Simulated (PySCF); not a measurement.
System: C3HF3 (SMILES C#CC(F)(F)F).

```xyz
7

C     1.7471   -0.1376    0.0138
C     0.5548   -0.0434    0.0019
C    -0.8985    0.0718   -0.0129
F    -1.4467   -0.6295   -1.0164
F    -1.4489   -0.3792    1.1240
F    -1.2990    1.3434   -0.1618
H     2.7946   -0.2205    0.0243
```

Geometry: GFN2-xTB.

Method: PBE0/pcSseg-1, SCF density, gas phase, non-relativistic in PySCF.

Q: Predict the electron density and electron localisation function between the atoms.

A: C–C (1.20 Å): ρ at the midpoint is about 2.7 e/Å³; the ELF peaks at about 0.85 between the atoms; a multiple bond.
C–F (1.34 Å): the density is about 2.4 e/Å³ at the midpoint; the ELF peaks at about 0.85 between the atoms; a polar covalent bond.
C–H (1.05 Å): ρ is about 2.2 e/Å³ halfway; the ELF climbs to about 1 towards the hydrogen, as it does in any bond to H; a covalent bond by its length.

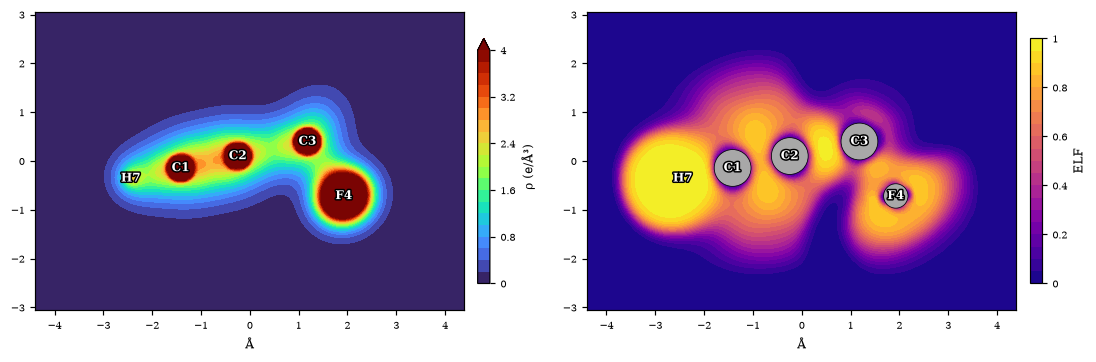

Computed electron density and electron localisation function on the plane of atoms C2, C3 and F4, in this order. Grey discs cover the atomic cores in the ELF map. 
